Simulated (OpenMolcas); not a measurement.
# InNH2Cl (SMILES [NH2][In][Cl]) at 6 levels

We compute a comparison of 6 runs (UHF/STO-3G, UHF/3-21G, UB3LYP/def2-SVP, UM06-L/def2-SVP, UPBE0/def2-SVP, ROMP2/def2-SVP) of InNH2Cl. 

The results are computed with OpenMolcas 26.06.

## Step 1: The system as given

InNH2Cl: 5 atoms, total charge 0, spin state doublet. As SMILES, `[NH2][In][Cl]`. The shape is that of a PBE0-D4/def2-TZVP optimisation. This is one conformer, not always the lowest.

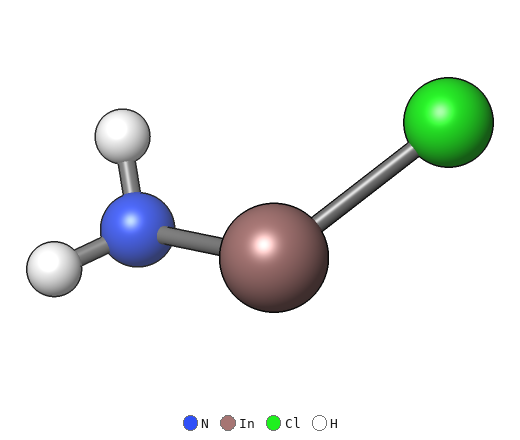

Viewed from a chosen angle; nitrogen blue, indium brown, chlorine green, hydrogen white.

## Step 2: Energy and forces at UHF/STO-3G (run 1)

job.input reads:

```
* ClH2InN Hartree-Fock

&gateway
  baslib=$CurrDir
  coord
  5
  angstrom
  N       -0.142600       0.808600      -0.493900
  In      -0.411600      -1.217800      -0.153300
  Cl       1.391500      -2.211500       1.018700
  H       -0.999700       1.283800      -0.756700
  H        0.212300       1.263200       0.343800
  basis=STO-3G
  group=NoSym

&seward

&scf
  uhf
  spin=2
  thresholds=1e-10 1e-07 1e-07 1e-05
  prorbitals=1 2

&alaska
```

The basis set STO-3G is read from a file made from the Basis Set Exchange's data (not shown).

Started as:

```
$ export MOLCAS_MEM=1860
$ pymolcas job.input > job.log
```

What it wrote:

```text
--- Start Module: gateway ---
[...]
--- Stop Module: gateway /rc=_RC_ALL_IS_WELL_ ---
[...]
      Basis functions           43
[...]
--- Start Module: scf ---
[...]
       Convergence after  16 Iterations
[...]
::    Total SCF energy                              -6192.4240262936
[...]
      Total spin, S                                     0.5032942959
[...]
      Total electronic charge=   75.000000
      Total            charge=   -0.000000
[...]
      Dipole Moment (debye):
      Origin of the operator (angstrom)=   -0.0086   -1.2259    0.0644
                   X= -4.4644E+00               Y=  7.0080E-01               Z= -1.1909E+00           Total=  4.6733E+00
      Quadrupole Moment (debye*angstrom):
[...]
--- Stop Module: scf /rc=_RC_ALL_IS_WELL_ ---
--- Start Module: alaska ---
[...]
 *              Molecular gradients               *
 **************************************************
  Irreducible representation: a
 ------------------------------------------------------------------------------------------
                              X                       Y                       Z
 ------------------------------------------------------------------------------------------
  N1               -5.22775601731418E-03    6.47119955266291E-02   -1.80172877999141E-03
  IN2              -1.81727857776295E-02   -2.92356952491772E-02    1.03041319503916E-03
  CL3               1.45348964470386E-02   -1.02467685464518E-02    9.25077561525001E-03
  H4                1.02897357740916E-02   -1.15345817153223E-02   -8.19858207991464E-04
  H5               -1.42409042612157E-03   -1.36949500156609E-02   -7.65960182231762E-03
 ------------------------------------------------------------------------------------------
--- Stop Module: alaska /rc=_RC_ALL_IS_WELL_ ---
[...]
```

It took 3.6 s on 1 thread of Arm Neoverse V1, shared host; peak memory 0.38 GiB.

## Step 3: Energy and gradient at UHF/3-21G (run 2)

test.inp reads:

```
* ClH2InN Hartree-Fock
>>> EXPORT MOLCAS_PRINT=2

&GATEWAY
 BasLib=$CurrDir
 BasisSet
 N.3-21G....
 N1 -0.142600 0.808600 -0.493900 angstrom
 End of Basis
 BasisSet
 In.3-21G....
 In2 -0.411600 -1.217800 -0.153300 angstrom
 End of Basis
 BasisSet
 Cl.3-21G....
 Cl3 1.391500 -2.211500 1.018700 angstrom
 End of Basis
 BasisSet
 H.3-21G....
 H4 -0.999700 1.283800 -0.756700 angstrom
 H5 0.212300 1.263200 0.343800 angstrom
 End of Basis

&SEWARD

&SCF
 UHF
 Spin=2
 Thresholds=1e-10 1e-07 1e-07 1e-05
 PrOrbitals=1 1

&ALASKA
```

The basis set 3-21G is read from a file made from the Basis Set Exchange's data (not shown).

Started as:

```
$ export MOLCAS_MEM=1860
$ pymolcas test.inp > test.log
```

What it wrote:

```text
--- Start Module: gateway ---
[...]
--- Stop Module: gateway /rc=_RC_ALL_IS_WELL_ ---
[...]
      Basis functions           57
[...]
--- Start Module: scf ---
[...]
       Convergence after  17 Iterations
[...]
::    Total SCF energy                              -6227.3985124254
[...]
      Total spin, S                                     0.5068095347
[...]
      Total electronic charge=   75.000000
      Total            charge=   -0.000000
[...]
      Dipole Moment (debye):
      Origin of the operator (angstrom)=   -0.0086   -1.2259    0.0644
                   X= -4.5479E+00               Y=  1.7431E+00               Z= -1.0386E+00           Total=  4.9801E+00
      Quadrupole Moment (debye*angstrom):
[...]
--- Stop Module: scf /rc=_RC_ALL_IS_WELL_ ---
[...]
--- Start Module: alaska ---
[...]
 *              Molecular gradients               *
 **************************************************
  Irreducible representation: a
 ------------------------------------------------------------------------------------------
                              X                       Y                       Z
 ------------------------------------------------------------------------------------------
  N1                1.53485603194445E-02    1.36725118894425E-02   -1.90137514953825E-02
  IN2               1.29605224072904E-02   -1.53896317335160E-02    1.71950424863034E-02
  CL3              -1.65916841642471E-02    8.88317333611255E-03   -1.12166883242679E-02
  H4               -5.60140967048550E-03   -2.62289995451814E-03    5.88021183126375E-03
  H5               -6.11598889189113E-03   -4.54315353746093E-03    7.15518550202443E-03
 ------------------------------------------------------------------------------------------
--- Stop Module: alaska /rc=_RC_ALL_IS_WELL_ ---
[...]
```

Run time: 4.2 s. Hardware: 1 thread of Arm Neoverse V1, shared host; peak memory 0.39 GiB.

## Step 4: Energy and gradient at UB3LYP/def2-SVP (core potential) (run 3)

mol.xyz reads:

```xyz
5

N     -0.142600     0.808600    -0.493900
In    -0.411600    -1.217800    -0.153300
Cl     1.391500    -2.211500     1.018700
H     -0.999700     1.283800    -0.756700
H      0.212300     1.263200     0.343800
```

calc.inp reads:

```
&GATEWAY
 BasLib
 $CurrDir
 Coord
 mol.xyz
 Basis
 def2-SVP
 Group
 NoSym

&SEWARD
 GridInput
 Grid=UltraFine
 End of Grid

&SCF
 UHF
 Spin
 2
 KSDFT
 B3LYP
 Thresholds
 1e-10 1e-07 1e-07 1e-05
 PrOrbitals
 1 1

&ALASKA
```

The basis set def2-SVP is read from a file made from the Basis Set Exchange's data (not shown).

Started as:

```
$ export MOLCAS_MEM=1860
$ pymolcas calc.inp > calc.log
```

What it wrote:

```text
--- Start Module: gateway ---
[...]
--- Stop Module: gateway /rc=_RC_ALL_IS_WELL_ ---
[...]
      Basis functions           68
[...]
--- Start Module: scf ---
[...]
       Convergence after  21 Iterations
[...]
::    Total KS-DFT energy                            -706.2117529777
[...]
      Total spin, S                                     0.5029732955
[...]
      Total electronic charge=   47.000000
      Total            charge=   -0.000000
[...]
      Dipole Moment (debye):
      Origin of the operator (angstrom)=   -0.0086   -1.2259    0.0644
                   X= -2.6986E+00               Y=  1.6878E+00               Z= -5.8123E-01           Total=  3.2356E+00
      Quadrupole Moment (debye*angstrom):
[...]
--- Stop Module: scf /rc=_RC_ALL_IS_WELL_ ---
[...]
--- Start Module: alaska ---
[...]
 *              Molecular gradients               *
 **************************************************
  Irreducible representation: a
 ------------------------------------------------------------------------------------------
                              X                       Y                       Z
 ------------------------------------------------------------------------------------------
  N1               -5.29528128943868E-03   -4.32090667237262E-03    5.56733399566767E-03
  IN2               1.03805085873141E-02    7.69006028546837E-03    3.45350973777503E-03
  CL3              -8.78697287338781E-03    4.73966951109972E-03   -5.34504407643865E-03
  H4                5.62158786802147E-03   -4.10592927575948E-03    1.98663733573934E-03
  H5               -1.91984229260656E-03   -4.00289384844310E-03   -5.66243699273095E-03
 ------------------------------------------------------------------------------------------
--- Stop Module: alaska /rc=_RC_ALL_IS_WELL_ ---
[...]
```

Wall time 29 s (1 thread of Arm Neoverse V1, shared host); peak memory 0.41 GiB.

Runs 4 to 5 aren't shown in full; the table further down has their settings and results.

## Step 5: A single-point energy at ROMP2/def2-SVP (core potential) (run 6)

mol.xyz is that of step 4.

run.input reads:

```
&GATEWAY
BASLIB = $CurrDir
COORD = mol.xyz
BASIS = def2-SVP
GROUP = NoSym
&SEWARD
&SCF
UHF
SPIN = 2
THRESHOLDS = 1e-10 1e-07 1e-07 1e-05
PRORBITALS = 1 1
&RASSCF
FILEORB = $Project.UnaOrb
SPIN = 2
NACTEL = 1 0 0
INACTIVE = 23
RAS2 = 1
OUTORBITALS = Canonical
ORBLISTING = Few
&CASPT2
IPEA = 0.0
FROZEN = 10
```

The basis set def2-SVP is read from a file made from the Basis Set Exchange's data (not shown).

Started as:

```
$ export MOLCAS_MEM=1860
$ pymolcas run.input > run.log
```

What it wrote:

```text
--- Start Module: gateway ---
[...]
--- Stop Module: gateway /rc=_RC_ALL_IS_WELL_ ---
[...]
      Basis functions           68
[...]
       Convergence after  18 Iterations
[...]
::    Total SCF energy                               -704.1745630303
[...]
      Total spin, S                                     0.5101725806
[...]
--- Start Module: rasscf ---
[...]
      Number of active orbitals                  1
[...]
      Spin quantum number                      0.5
[...]
      Active orbitals                            1
[...]
      Number of CSFs                             1
[...]
      Number of root(s) required                 1
[...]
      Convergence after 11 iterations
[...]
      printout of CI-coefficients larger than  0.05 for root  1
      energy=    -704.171599
      conf/sym  1     Coeff  Weight
             1  u   1.00000 1.00000
      Natural orbitals and occupation numbers for root  1
      sym 1:   1.000000
      ************************************************************************************************************************
      *                                                    Final results                                                     *
[...]
::    RASSCF root number  1 Total energy:   -704.17159885
[...]
      Total electronic charge=   47.000000
      Total            charge=   -0.000000
[...]
      Dipole Moment (debye):
      Origin of the operator (angstrom)=   -0.0086   -1.2259    0.0644
                   X= -3.5207E+00               Y=  9.6719E-01               Z= -5.7985E-01           Total=  3.6969E+00
      Quadrupole Moment (debye*angstrom):
[...]
--- Stop Module: rasscf /rc=_RC_ALL_IS_WELL_ ---
[...]
--- Start Module: caspt2 ---
[...]
      E2 (Variational):          -0.3792625154
      Total energy:            -704.5508613633
[...]
      Reference weight:           0.87641
[...]
::    CASPT2 Root  1     Total energy:   -704.55086136
[...]
```

Run time: 7.5 s. Hardware: 1 thread of Arm Neoverse V1, shared host; peak memory 0.41 GiB.

## Step 6: The series

```
run                             level  integration grid      task   energy (Eh)  dipole moment (D)  HOMO energy (eV)  LUMO energy (eV)  wall time
  1                        UHF/STO-3G                 –  gradient  -6192.424026               4.67             -5.83              4.03      3.6 s
  2                         UHF/3-21G                 –  gradient  -6227.398512               4.98             -8.68             -0.28      4.2 s
  3  UB3LYP/def2-SVP (core potential)         UltraFine  gradient   -706.211753               3.24             -6.03             -3.82       29 s
  4  UM06-L/def2-SVP (core potential)         UltraFine    energy   -706.273982               3.53             -5.17             -4.40       34 s
  5   UPBE0/def2-SVP (core potential)         UltraFine  gradient   -705.915448               3.36             -6.29             -3.51       26 s
  6   ROMP2/def2-SVP (core potential)                 –    energy   -704.550861                  –                 –                 –      7.5 s
```

## Step 7: Outcome

```
           quantity          value
run 6: total energy  -704.55086 Eh
```

What this shows: Over runs 1, 2, 3, 4, 5 the dipole moment (its size) runs from 3.24 D (UB3LYP/def2-SVP) to 4.98 D (UHF/3-21G). The two ends differ in method and basis and core potential. Totals of different functionals can't be ranked against each other. Some runs of one species differ in core potentials or relativity; totals across that change don't compare. In run 1 the basis is minimal, so the values are rough. In runs 1, 2 relativity is left out where basis or elements ask for it. All runs together took 1.7 min, the longest 34 s.
